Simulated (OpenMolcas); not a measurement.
# Te³⁺: multiconfigurational calculation

Te³⁺. Computed at this level: state-averaged MS-RASPT2, IPEA shift 0.25, imaginary shift 0.1 hartree, closed shells 4d correlated, active space 3 electrons in the shells 5s 5p 5d; RAS3 5d with at most 2 electrons, basis ANO-RCC, DKH2 scalar Hamiltonian, spin-orbit coupling by RASSI with atomic mean-field integrals (OpenMolcas).

**Key numbers**

- outcome: converged
- lowest level: 5s² 5p ²P°₁/₂
- first excited level: 5s² 5p ²P°₃/₂, 8,071 cm⁻¹ (measured: 9,223)
- energy of the lowest spin-free term: −6787.81239 hartree
- energy of the lowest spin-orbit level: −6787.83692 hartree
- CASPT2 correlation energy: −0.4859 hartree
- largest spread among components of a term: 41.5 cm⁻¹
- lowest reference weight: 0.930
- hardware: 1 CPU thread, shared host
- wall time: 41 s

**Notes**

Caveats: extra active shells serve correlation only, their own levels not computed; only configurations of the active space are included.

**Input**
```
&GATEWAY
Coord
1

Te 0.0 0.0 0.0
Basis=ANO-RCC
Group=XYZ
NoMove
AngMom=0.0 0.0 0.0
AMFI
&SEWARD
&RASSCF
FileOrb=start.orb
Symmetry=2
Spin=4
nActEl=3 0 0
Inactive=14 9
Ras2=1 3
CIRoot=1 1 1
SDav=1
CIMx=300
Iter=120 100
PrWF=0.3
OrbListing=Nothing
MaxOrb=0
Atom
>>> COPY $Project.JobIph JOBPRE
&RASSCF
FileOrb=start.orb
Symmetry=2
Spin=4
nActEl=3 0 2
Inactive=14 9
Ras2=1 3
Ras3=5 0
CIRoot=1 1 1
SDav=46
CIMx=300
Iter=120 100
PrWF=0.3
OrbListing=Nothing
MaxOrb=0
Thrs=2.0e-7 1.0e-1 5.0e-4
Atom
>>> COPY $Project.JobIph JOB001
&RASSCF
FileOrb=start.orb
Symmetry=2
Spin=2
nActEl=3 0 2
Inactive=14 9
Ras2=1 3
Ras3=5 0
CIRoot=11 11 1
SDav=116
CIMx=300
Iter=120 100
PrWF=0.3
OrbListing=Nothing
MaxOrb=0
Thrs=2.0e-7 1.0e-1 5.0e-4
Atom
>>> COPY $Project.JobIph JOB002
&RASSCF
FileOrb=start.orb
Symmetry=1
Spin=4
nActEl=3 0 2
Inactive=14 9
Ras2=1 3
Ras3=5 0
CIRoot=3 3 1
SDav=28
CIMx=300
Iter=120 100
PrWF=0.3
OrbListing=Nothing
MaxOrb=0
Thrs=2.0e-7 1.0e-1 5.0e-4
Atom
>>> COPY $Project.JobIph JOB003
&RASSCF
FileOrb=start.orb
Symmetry=1
Spin=2
nActEl=3 0 2
Inactive=14 9
Ras2=1 3
Ras3=5 0
CIRoot=9 9 1
SDav=84
CIMx=300
Iter=120 100
PrWF=0.3
OrbListing=Nothing
MaxOrb=0
Thrs=2.0e-7 1.0e-1 5.0e-4
Atom
>>> COPY $Project.JobIph JOB004
&RASSI
NrOfJobIphs=4 1 11 3 9
1
1 2 3 4 5 6 7 8 9 10 11
1 2 3
1 2 3 4 5 6 7 8 9
IphNames
JOB001
JOB002
JOB003
JOB004
EJob
SpinOrbit
DIPRint=1.0
SOCoupling=1000.0
Subsets=2
MEES
Property=10
'ANGMOM' 1 'ANGMOM' 2 'ANGMOM' 3 'MLTPL  1' 1 'MLTPL  1' 2 'MLTPL  1' 3
'AMFI' 1 'AMFI' 2 'AMFI' 3 'MLTPL  2' 6
SOProperty=3
'ANGMOM' 1 'ANGMOM' 2 'ANGMOM' 3
>>> COPY JOB001 $Project.JobIph
&CASPT2
Multistate=1 1
Frozen=9 9
IPEA=0.25
Imaginary=0.1
MaxIter=60
WThr=0.0 0.3 0.05
PrWF=0.5
NoMix
>>> COPY JOB002 $Project.JobIph
&CASPT2
Multistate=11 1 2 3 4 5 6 7 8 9 10 11
Frozen=9 9
IPEA=0.25
Imaginary=0.1
MaxIter=60
WThr=0.0 0.3 0.05
PrWF=0.5
NoMix
>>> COPY JOB003 $Project.JobIph
&CASPT2
Multistate=3 1 2 3
Frozen=9 9
IPEA=0.25
Imaginary=0.1
MaxIter=60
WThr=0.0 0.3 0.05
PrWF=0.5
NoMix
>>> COPY JOB004 $Project.JobIph
&CASPT2
Multistate=9 1 2 3 4 5 6 7 8 9
Frozen=9 9
IPEA=0.25
Imaginary=0.1
MaxIter=60
WThr=0.0 0.3 0.05
PrWF=0.5
NoMix
```

The file start.orb holds starting orbitals from an earlier step. A driver script formed the levels outside the program, from RASSI's spin-orbit matrix and the CASPT2 energies (for multi-state variants, the effective Hamiltonian), averaged over the components of each term or state. The log and the time are those of the CASPT2 step.

**Log (extracts)**
```
--- CASPT2 ---
Orbital specifications:
      -----------------------

      Symmetry species                           1   2
                                                ag  au
      Frozen orbitals                            9   9
      Inactive orbitals                          5   0
      Active orbitals                            6   3
      Secondary orbitals                        57  50
      Deleted orbitals                           0   0
      Number of basis functions                 77  62
Type of calculation                        SS-CASPT2
      Fock operator                              state-specific
      IPEA shift                                 0.25
      Real shift                                 0.00
      Imaginary shift                            0.10
      The input orbitals will be transformed to quasi-canonical
Reference energy:       -6786.5409689715
      E2 (Non-variational):      -0.4772159054
      Shift correction:          -0.0001094319
      E2 (Variational):          -0.4773253373
      Total energy:           -6787.0182943088
      Residual norm:              0.0000003117
      Reference weight:           0.94084
      Contributions to the CASPT2 correlation energy
      Active & Virtual Only:         -0.0036612171
      One Inactive Excited:          -0.1153748549
      Two Inactive Excited:          -0.3581798333
::    CASPT2 Root  1     Total energy:  -6787.01829431
--- CASPT2 ---
Orbital specifications:
      -----------------------

      Symmetry species                           1   2
                                                ag  au
      Frozen orbitals                            9   9
      Inactive orbitals                          5   0
      Active orbitals                            6   3
      Secondary orbitals                        57  50
      Deleted orbitals                           0   0
      Number of basis functions                 77  62
Type of calculation                        MS-CASPT2
      Fock operator                              state-specific
      IPEA shift                                 0.25
      Real shift                                 0.00
      Imaginary shift                            0.10
      The input orbitals will be transformed to quasi-canonical
Reference energy:       -6787.3265055478
      E2 (Non-variational):      -0.4846677382
      Shift correction:          -0.0001044110
      E2 (Variational):          -0.4847721492
      Total energy:           -6787.8112776970
      Residual norm:              0.0000000656
      Reference weight:           0.94166
      Contributions to the CASPT2 correlation energy
      Active & Virtual Only:         -0.0129385369
      One Inactive Excited:          -0.1135341490
      Two Inactive Excited:          -0.3581950523
Reference energy:       -6787.3265055478
      E2 (Non-variational):      -0.4846677672
      Shift correction:          -0.0001044112
      E2 (Variational):          -0.4847721784
      Total energy:           -6787.8112777262
      Residual norm:              0.0000000656
      Reference weight:           0.94165
      Contributions to the CASPT2 correlation energy
      Active & Virtual Only:         -0.0129385660
      One Inactive Excited:          -0.1135341488
      Two Inactive Excited:          -0.3581950523
::    CASPT2 Root  1     Total energy:  -6787.81127770
::    CASPT2 Root  2     Total energy:  -6787.81127773
::    CASPT2 Root  3     Total energy:  -6787.81129934
::    CASPT2 Root  4     Total energy:  -6787.02528867
::    CASPT2 Root  5     Total energy:  -6787.02510556
::    CASPT2 Root  6     Total energy:  -6787.02511235
::    CASPT2 Root  7     Total energy:  -6787.02510555
::    CASPT2 Root  8     Total energy:  -6787.02510052
::    CASPT2 Root  9     Total energy:  -6786.95119291
::    CASPT2 Root 10     Total energy:  -6786.95104757
::    CASPT2 Root 11     Total energy:  -6786.95106095
::    MS-CASPT2 Root  1     Total energy:  -6787.81240910
::    MS-CASPT2 Root  2     Total energy:  -6787.81238508
::    MS-CASPT2 Root  3     Total energy:  -6787.81238479
::    MS-CASPT2 Root  4     Total energy:  -6787.02528903
::    MS-CASPT2 Root  5     Total energy:  -6787.02511250
::    MS-CASPT2 Root  6     Total energy:  -6787.02510643
::    MS-CASPT2 Root  7     Total energy:  -6787.02510479
::    MS-CASPT2 Root  8     Total energy:  -6787.02509990
::    MS-CASPT2 Root  9     Total energy:  -6786.95008315
::    MS-CASPT2 Root 10     Total energy:  -6786.94995357
::    MS-CASPT2 Root 11     Total energy:  -6786.94994051
--- CASPT2 ---
Orbital specifications:
      -----------------------

      Symmetry species                           1   2
                                                ag  au
      Frozen orbitals                            9   9
      Inactive orbitals                          5   0
      Active orbitals                            6   3
      Secondary orbitals                        57  50
      Deleted orbitals                           0   0
      Number of basis functions                 77  62
Type of calculation                        MS-CASPT2
      Fock operator                              state-specific
      IPEA shift                                 0.25
      Real shift                                 0.00
      Imaginary shift                            0.10
      The input orbitals will be transformed to quasi-canonical
Reference energy:       -6787.0418492799
      E2 (Non-variational):      -0.4519114735
      Shift correction:          -0.0000822306
      E2 (Variational):          -0.4519937042
      Total energy:           -6787.4938429841
      Residual norm:              0.0000002699
      Reference weight:           0.94843
      Contributions to the CASPT2 correlation energy
      Active & Virtual Only:         -0.0033466904
      One Inactive Excited:          -0.0905638019
      Two Inactive Excited:          -0.3580009812
Reference energy:       -6787.0418492796
      E2 (Non-variational):      -0.4519098992
      Shift correction:          -0.0000822274
      E2 (Variational):          -0.4519921266
      Total energy:           -6787.4938414062
      Residual norm:              0.0000002699
      Reference weight:           0.94843
      Contributions to the CASPT2 correlation energy
      Active & Virtual Only:         -0.0033466889
      One Inactive Excited:          -0.0905622289
      Two Inactive Excited:          -0.3580009814
::    CASPT2 Root  1     Total energy:  -6787.49384298
::    CASPT2 Root  2     Total energy:  -6787.49384141
::    CASPT2 Root  3     Total energy:  -6787.49384141
::    MS-CASPT2 Root  1     Total energy:  -6787.49384298
::    MS-CASPT2 Root  2     Total energy:  -6787.49384141
::    MS-CASPT2 Root  3     Total energy:  -6787.49384141
--- CASPT2 ---
Orbital specifications:
      -----------------------

      Symmetry species                           1   2
                                                ag  au
      Frozen orbitals                            9   9
      Inactive orbitals                          5   0
      Active orbitals                            6   3
      Secondary orbitals                        57  50
      Deleted orbitals                           0   0
      Number of basis functions                 77  62
Type of calculation                        MS-CASPT2
      Fock operator                              state-specific
      IPEA shift                                 0.25
      Real shift                                 0.00
      Imaginary shift                            0.10
      The input orbitals will be transformed to quasi-canonical
Reference energy:       -6786.9434529611
      E2 (Non-variational):      -0.4709772833
      Shift correction:          -0.0002020215
      E2 (Variational):          -0.4711793049
      Total energy:           -6787.4146322660
      Residual norm:              0.0000009834
      Reference weight:           0.93863
      Contributions to the CASPT2 correlation energy
      Active & Virtual Only:         -0.0147877365
      One Inactive Excited:          -0.0984258844
      Two Inactive Excited:          -0.3577636624
Reference energy:       -6786.9434529611
      E2 (Non-variational):      -0.4709772820
      Shift correction:          -0.0002020214
      E2 (Variational):          -0.4711793035
      Total energy:           -6787.4146322646
      Residual norm:              0.0000009834
      Reference weight:           0.93863
      Contributions to the CASPT2 correlation energy
      Active & Virtual Only:         -0.0147877352
      One Inactive Excited:          -0.0984258844
      Two Inactive Excited:          -0.3577636624
::    CASPT2 Root  1     Total energy:  -6787.41463227
::    CASPT2 Root  2     Total energy:  -6787.41463226
::    CASPT2 Root  3     Total energy:  -6787.41465609
::    CASPT2 Root  4     Total energy:  -6787.41465610
::    CASPT2 Root  5     Total energy:  -6787.41455202
::    CASPT2 Root  6     Total energy:  -6787.32162182
::    CASPT2 Root  7     Total energy:  -6787.31131287
::    CASPT2 Root  8     Total energy:  -6787.31130979
::    CASPT2 Root  9     Total energy:  -6787.31130715
::    MS-CASPT2 Root  1     Total energy:  -6787.41465623
::    MS-CASPT2 Root  2     Total energy:  -6787.41465611
::    MS-CASPT2 Root  3     Total energy:  -6787.41463227
::    MS-CASPT2 Root  4     Total energy:  -6787.41463213
::    MS-CASPT2 Root  5     Total energy:  -6787.41455855
::    MS-CASPT2 Root  6     Total energy:  -6787.32161531
::    MS-CASPT2 Root  7     Total energy:  -6787.31131283
::    MS-CASPT2 Root  8     Total energy:  -6787.31130979
::    MS-CASPT2 Root  9     Total energy:  -6787.31130715
```

**Spin-orbit levels, grouped by J and assigned**

| Configuration | Level | E (cm⁻¹) | LS purity (%) | Landé g |
| --- | --- | --- | --- | --- |
| 5s² 5p | ²P°₁/₂ | 0 | 100 | 0.666 |
| 5s² 5p | ²P°₃/₂ | 8,071 | 100 | 1.334 |
| 5s 5p² | ⁴P₁/₂ | 69,640 | 98 | 2.652 |
| 5s 5p² | ⁴P₃/₂ | 73,250 | 99 | 1.730 |
| 5s 5p² | ⁴P₅/₂ | 77,280 | 95 | 1.581 |
| 5s 5p² | ²D₃/₂ | 92,160 | 98 | 0.812 |
| 5s 5p² | ²D₅/₂ | 93,620 | 95 | 1.220 |
| 5s 5p² | ²P₁/₂ | 108,800 | 62 | 1.180 |
| 5s 5p² | ²S₁/₂ | 117,100 | 62 | 1.507 |
| 5s 5p² | ²P₃/₂ | 117,600 | 98 | 1.326 |

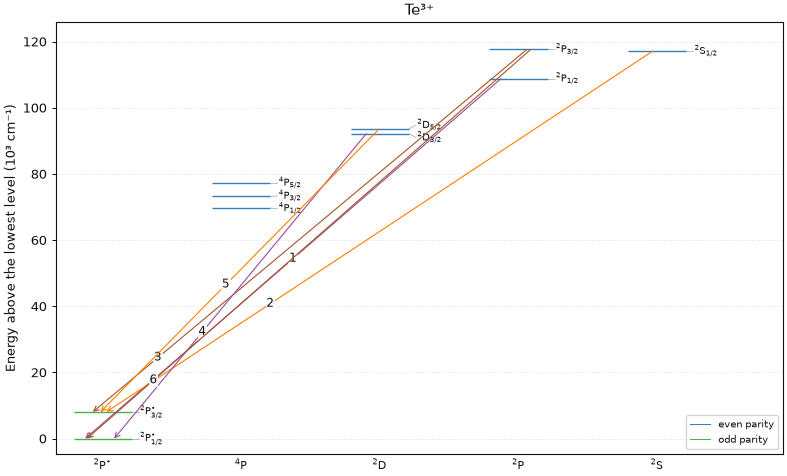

Fig. 1: Levels of Te³⁺ with 6 numbered transitions. Rates are at computed energies.

| No. | Upper | Lower | Type | λ (vacuum) | A (s⁻¹) |
| --- | --- | --- | --- | --- | --- |
| 1 | 5s 5p² ²P₁/₂ | 5s² 5p ²P°₁/₂ | E1 | 91.9 nm | 6.1×10⁹ |
| 2 | 5s 5p² ²S₁/₂ | 5s² 5p ²P°₃/₂ | E1 | 91.7 nm | 4.6×10⁹ |
| 3 | 5s 5p² ²P₃/₂ | 5s² 5p ²P°₃/₂ | E1 | 91.3 nm | 7.2×10⁹ |
| 4 | 5s 5p² ²D₃/₂ | 5s² 5p ²P°₁/₂ | E1 | 109 nm | 4.4×10⁸ |
| 5 | 5s 5p² ²D₅/₂ | 5s² 5p ²P°₃/₂ | E1 | 117 nm | 2.7×10⁸ |
| 6 | 5s 5p² ²P₃/₂ | 5s² 5p ²P°₁/₂ | E1 | 85.0 nm | 1.5×10⁹ |

Line 3 has the largest rate; it falls in the extreme ultraviolet region.
